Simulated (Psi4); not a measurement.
# UMP2/def2-TZVPD (density fitting for correlation, ints tolerance 1e-10, sweep point 5) run of BH2 (boron dihydride)

Aim: the vertical doublet–quartet gap of BH2 (boron dihydride) at UMP2/def2-TZVPD (density fitting for correlation, ints tolerance 1e-10, sweep point 5), from 2 runs. 

The results are computed with Psi4 1.11.

4 further runs of the same task are left out: 4 set aside as unsound or not needed.

## (1) The structure to begin with

BH2: 3 atoms, total charge 0, spin state doublet. SMILES: `[BH2]`. Geometry: relaxed at GFN2-xTB.

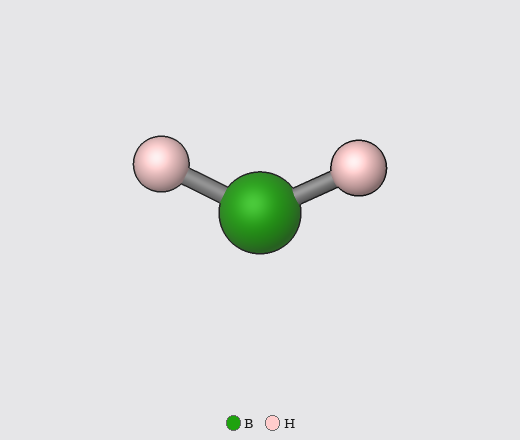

The structure, seen from a chosen angle (boron green, hydrogen pink).

## (2) A single-point energy at UMP2/def2-TZVPD (density fitting for correlation, ints tolerance 1e-10, sweep point 5)

The input, bh2.in:

```
memory 1.6 GB

molecule mol {
  0 2
  B      0.49669561    -0.31412917     0.24309437
  H      0.52916111     1.86198495     0.49318072
  H     -1.02585672    -1.54785577    -0.73629399
  units bohr
  symmetry c1
}

set {
  basis           def2-TZVPD
  reference       uhf
  puream          true
  scf_type        direct
  num_frozen_docc 1
  ints_tolerance  1e-10
  maxiter         150
}

result, w = energy("mp2", return_wfn=True)
```

On the command line:

```
$ psi4 -i bh2.in -o bh2.out -n 1
```

bh2.out:

```text
[...]
  Running in c1 symmetry.
[...]
  Nuclear repulsion =    4.818243852462335
[...]
  Multiplicity = 2
[...]
  Nalpha       = 4
  Nbeta        = 3
[...]
    Number of basis functions: 55
[...]
   @DF-UHF iter   1:   -25.74999257012722   -6.89268e-01   1.65328e-03 DIIS/ADIIS
[...]
   @UHF iter  16:   -25.75999444799113   -1.54188e-12   4.65804e-09 DIIS
[...]
   @S^2 Observed:                7.536759735E-01
[...]
    Orbital Energies [Eh]
    ---------------------
    Alpha Occupied:
       1A     -7.636251     2A     -0.706009     3A     -0.531985
       4A     -0.348110
    Alpha Virtual:
       5A      0.043293     6A      0.051111     7A      0.141843
       8A      0.150940     9A      0.164915    10A      0.166015
      11A      0.172647    12A      0.181472    13A      0.184356
      14A      0.250046    15A      0.255696    16A      0.324101
      17A      0.341841    18A      0.366061    19A      0.378782
      20A      0.385368    21A      0.405088    22A      0.500514
      23A      0.505572    24A      0.626552    25A      0.647254
[...]
  @UHF Final Energy:   -25.75999444799113
   => Energetics <=
    Nuclear Repulsion Energy =              4.8182438524623352
    One-Electron Energy =                 -43.1415679547237119
    Two-Electron Energy =                  12.5633296542702393
    Total Energy =                        -25.7599944479911329
  UHF NO Occupations:
  HONO-2 :    2  A 1.9996368
  HONO-1 :    3  A 1.9985248
[...]
 Multipole Moments:
 ------------------------------------------------------------------------------------
     Multipole            Electronic (a.u.)      Nuclear  (a.u.)        Total (a.u.)
 ------------------------------------------------------------------------------------
 L = 1.  Multiply by 2.5417464519 to convert [e a0] to [Debye]
 Dipole X            :          0.5912212           -0.7593562           -0.1681350
 Dipole Y            :         -0.3377376            0.4338271            0.0960895
 Dipole Z            :          0.0000004            0.0000000            0.0000004
 Magnitude           :                                                    0.1936558
[...]
```

Wall time 1.7 s (1 thread of Intel Xeon 6975P-C (Granite Rapids), shared host); peak memory 0.2 GiB.

## (3) The quartet at the same level

The input, bh2.inp:

```
memory 1600 mb

molecule m {
  0 4
  B      0.49669561    -0.31412917     0.24309437
  H      0.52916111     1.86198495     0.49318072
  H     -1.02585672    -1.54785577    -0.73629399
  units bohr
  symmetry c1
}

set basis def2-TZVPD
set reference uhf
set puream true
set scf_type direct
set num_frozen_docc 1
set ints_tolerance 1e-10
set maxiter 150

e, wfn = energy('mp2', return_wfn=True)
```

On the command line:

```
$ psi4 bh2.inp bh2.out -n 1
```

bh2.out:

```text
[...]
  Running in c1 symmetry.
[...]
  Nuclear repulsion =    4.818243852462335
[...]
  Multiplicity = 4
[...]
  Nalpha       = 5
  Nbeta        = 2
[...]
    Number of basis functions: 55
[...]
   @DF-UHF iter   1:   -25.54430531386578   -4.83581e-01   2.04947e-03 ADIIS/DIIS
[...]
   @UHF iter  19:   -25.56287018812621   -5.48539e-12   8.35610e-09 DIIS
[...]
   @S^2 Observed:                3.760470668E+00
[...]
    Orbital Energies [Eh]
    ---------------------
    Alpha Occupied:
       1A     -7.627059     2A     -0.826148     3A     -0.661750
       4A     -0.366597     5A     -0.311216
    Alpha Virtual:
       6A      0.048472     7A      0.126735     8A      0.137788
       9A      0.156707    10A      0.159482    11A      0.167595
      12A      0.180040    13A      0.183898    14A      0.213049
      15A      0.253627    16A      0.291936    17A      0.319594
      18A      0.345957    19A      0.355245    20A      0.364519
      21A      0.378097    22A      0.470087    23A      0.482553
      24A      0.591203    25A      0.612307    26A      0.645848
[...]
  @UHF Final Energy:   -25.56287018812621
   => Energetics <=
    Nuclear Repulsion Energy =              4.8182438524623352
    One-Electron Energy =                 -42.8235921233817010
    Two-Electron Energy =                  12.4424780827931514
    Total Energy =                        -25.5628701881262117
  UHF NO Occupations:
  HONO-2 :    3  A 1.0000000
  HONO-1 :    4  A 1.0000000
[...]
 Multipole Moments:
 ------------------------------------------------------------------------------------
     Multipole            Electronic (a.u.)      Nuclear  (a.u.)        Total (a.u.)
 ------------------------------------------------------------------------------------
 L = 1.  Multiply by 2.5417464519 to convert [e a0] to [Debye]
 Dipole X            :          0.3302679           -0.7593562           -0.4290883
 Dipole Y            :         -0.1911940            0.4338271            0.2426331
 Dipole Z            :         -0.0000000            0.0000000           -0.0000000
 Magnitude           :                                                    0.4929377
[...]
```

Run time: 1.6 s. Hardware: 1 thread of Intel Xeon 6975P-C (Granite Rapids), shared host; peak memory 0.2 GiB.

## (4) Summary of results

Level: UMP2/def2-TZVPD (density fitting for correlation, ints tolerance 1e-10, sweep point 5), 1 core orbital frozen.

| quantity | value |
| --- | --- |
| doublet: total energy | -25.83776 Eh |
| doublet: HOMO energy (Hartree–Fock orbitals) (highest over α and β) | -9.47 eV |
| doublet: LUMO energy (Hartree–Fock orbitals) (lowest over α and β) | 1.18 eV |
| doublet: correlation energy (1 core orbital frozen) | -77.8 mEh |
| doublet: ⟨S²⟩ of the reference determinant | 0.754 |
| quartet: total energy | -25.63767 Eh |
| quartet: HOMO energy (Hartree–Fock orbitals) (highest over α and β) | -8.47 eV |
| quartet: LUMO energy (Hartree–Fock orbitals) (lowest over α and β) | -3.30 eV |
| quartet: correlation energy (1 core orbital frozen) | -74.8 mEh |
| quartet: ⟨S²⟩ of the reference determinant | 3.760 |
| vertical energy of the quartet above the doublet | 5.444 eV |

In words: At this shape the quartet lies 5.44 eV (126 kcal/mol) above the doublet.
